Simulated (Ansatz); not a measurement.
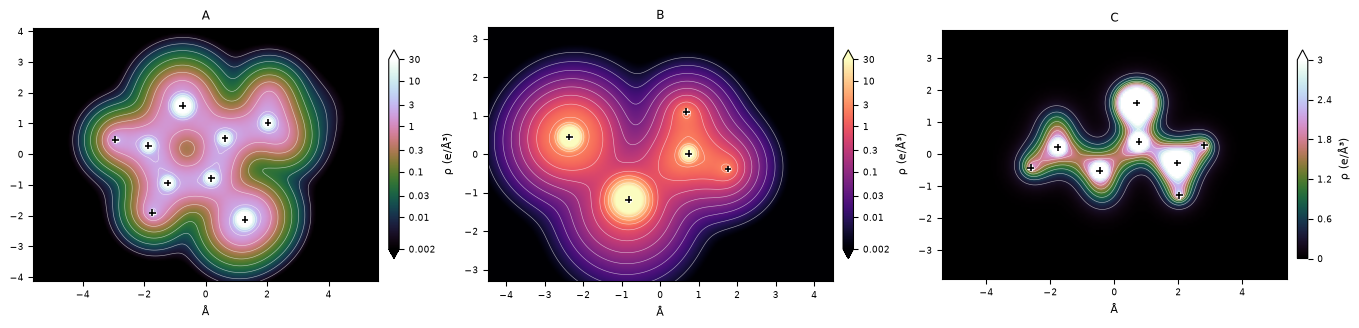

The electron density of 3 systems, each on a plane through atoms (crosses mark nuclei in the plane).

These are results of Ansatz, isolated molecule in a Gaussian basis; Kohn-Sham density functional theory, functional PBE0, not measurements.

System 1: C4H9NOS, the plane of atoms C1, N5 and H9. Geometry: B3LYP/def2-SVP.

```xyz
16

C    -1.0334    0.9542    0.6983
C     0.1497    0.4915    1.5511
C    -0.1561    0.4882    3.0479
C    -1.1623   -0.5747    3.4973
N    -0.8895    0.7428   -0.6423
O    -2.0211    1.4911    1.1696
S    -0.6757   -2.3204    3.1725
H    -1.6397    1.0311   -1.2592
H    -0.0941    0.2555   -1.0318
H     0.9931    1.1730    1.3405
H     0.4691   -0.5131    1.2249
H    -0.5686    1.4722    3.3258
H     0.7864    0.3625    3.6079
H    -2.1118   -0.4459    2.9568
H    -1.3851   -0.4651    4.5691
H     0.3987   -2.3443    3.9969
```

System 2: C6H7ClS (SMILES CCc1sccc1Cl), the plane of atoms S8, C4 and H14. Geometry: r2SCAN-D4/def2-SVP.

```xyz
15

C    -3.1417   -0.3843   -2.3841
C    -2.8507   -1.2299   -1.1397
C    -2.3892   -0.4109    0.0240
C    -1.0545    0.8894    1.7032
C    -2.4059    1.0494    1.8842
C    -3.1512    0.3100    0.9208
Cl   -4.8870    0.3122    0.8710
S    -0.7099   -0.1536    0.3734
H    -3.9207    0.3629   -2.1686
H    -3.4915   -1.0165   -3.2152
H    -2.2390    0.1524   -2.7149
H    -2.0984   -2.0021   -1.3716
H    -3.7661   -1.7640   -0.8322
H    -0.2410    1.3208    2.2862
H    -2.8612    1.6598    2.6651
```

System 3: CH2ClGe (doublet), the molecular plane. Geometry: B3LYP/6-31G*.

```xyz
5

C    -1.0590    0.2265   -0.0731
Cl    1.7152    0.2720    1.3772
Ge   -0.1706    1.4748    1.1618
H    -0.6196   -0.7056   -0.4298
H    -2.0605    0.4318   -0.4581
```

**Which map belongs to which system?**

Panel A is system 2, C6H7ClS: the plane holds C, Cl, S and H. C–C (1.37 Å): the density is about 2.1 e/Å³ at the midpoint. Panel B is system 3, CH2ClGe: the plane holds C, Cl, Ge and H. C–Ge (1.97 Å): ρ is about 0.85 e/Å³ halfway. Panel C is system 1, C4H9NOS: the plane holds C, N, O and H. C–O (1.22 Å): ρ at the midpoint is about 3.3 e/Å³.
